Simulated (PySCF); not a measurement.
# A diatomic session: OsSe

One job finds the state of OsSe, follows it along the bond with each method and fits the curves.

Program: PySCF 2.14.0. Level of theory: Os def2-TZVPP with ECP60, Se def2-TZVPP, scalar-relativistic core potentials. These are calculated values, not measurements.

**1. Input**

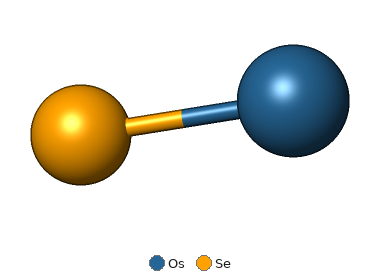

The two atoms at the starting distance (osmium blue, selenium orange).

A driver script around PySCF takes these settings:

```json
{
 "atoms": "Os, Se",
 "charge": "0",
 "basis": "Os def2-TZVPP with ECP60, Se def2-TZVPP",
 "Hamiltonian": "scalar-relativistic core potentials",
 "basis functions": "104",
 "electrons treated": "50",
 "masses in u": "191.9615, 79.9165",
 "levels": "PBE0, PBE, r²SCAN, revPBE, BHandHLYP, PW91, B3LYP, HSE06, HF, MP2, SCS-MP2",
 "grid": "80 radial by 434 angular points",
 "occupations": "held fixed by the projection of orbital angular momentum",
 "dissociation limit": "Os + Se, each in its ground configuration",
 "starting distance in angstrom": "2.340",
 "values of 2S to try": "0, 2, 4, 6, 8"
}
```

Command:

```
OMP_NUM_THREADS=2 python dia.py task.json out
```

After this run come: PBE0 along the bond; Higher solutions at PBE0; PBE (GGA); r²SCAN (meta-GGA); revPBE; BHandHLYP (global hybrid GGA); PW91; B3LYP (global hybrid GGA); HSE06; ROHF.

Q: Predict the outcome of this session. Wanted: for each run, Re; ωe; De; μ.

As calculated:

Lowest PBE0 solution found, without spin–orbit coupling: ⁵Σ⁺ (quintet), unpaired electrons π ↑↑, δ ↑↑. State 2 has its PBE0 minimum 0.12 eV higher. State 3 has its PBE0 minimum 0.52 eV higher. State 4 has its PBE0 minimum 0.55 eV higher. The other levels ran on the lowest alone.

```
       level  Re (Å)  ωe (cm⁻¹)  De (eV)  μ (D)
        ROHF   2.254        309     0.92  -5.72
    ROHF-MP2   2.145        418     3.70    n/a
ROHF-SCS-MP2   2.160        400     3.29    n/a
         PBE   2.227        338     4.30  -2.10
      revPBE   2.234        334     3.98  -2.16
        PW91   2.227        338     4.34  -2.09
      r²SCAN   2.213        351     3.84  -2.62
       B3LYP   2.229        340     3.62  -2.50
        PBE0   2.207        355     3.75  -2.78
       HSE06   2.211        352     3.78  -2.73
   BHandHLYP   2.212        354     2.94  -3.35
```

De is counted to Os + Se in their ground configurations. A positive dipole means Os(−)Se(+).

In words: Bond lengths run from 2.145 Å (ROHF-MP2) to 2.254 Å (ROHF). Of the levels with a De here, ROHF gives the least (0.92 eV) and PW91 the most (4.34 eV).

Correlated steps freeze 9 core orbitals. These are scalar-relativistic numbers at best; spin–orbit coupling would shift them, the dissociation energy most. The state is the lowest single determinant that the PBE0 search found; with open d or f shells the true ground state can be another one. With spin–orbit coupling the term label itself may not hold.
